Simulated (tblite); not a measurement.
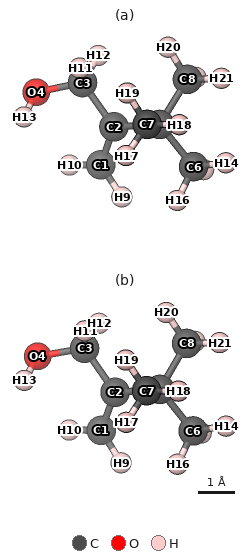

The structure of C$_{7}$H$_{14}$O before (top) and after (bottom) a relaxation, at one scale.

The picture is a ball-and-stick view, seen at a tilt.

Theory: GFN2-xTB geometry optimisation, gas phase in tblite 0.8.0. 

What changed between the two?

Answer. The largest move after the best rigid fit is that of an H atom, 0.16 Å. By element the largest moves are H 0.16 Å, C 0.08 Å, O 0.05 Å. Near-neighbour distances that change, for instance: C–C 1.552 → 1.520 Å, C–C 1.346 → 1.324 Å, H–O 0.984 → 0.964 Å, C–C 1.535 → 1.516 Å. Bond angles that change, for instance: O–C–H 108.2° → 105.0°, C–O–H 105.3° → 108.4°, C–C–O 111.9° → 114.3°. Over 59 geometry steps the energy falls by 12.4 kJ/mol. The run took 0.37 s on 1 thread of Arm Neoverse V1, with other jobs on the host.
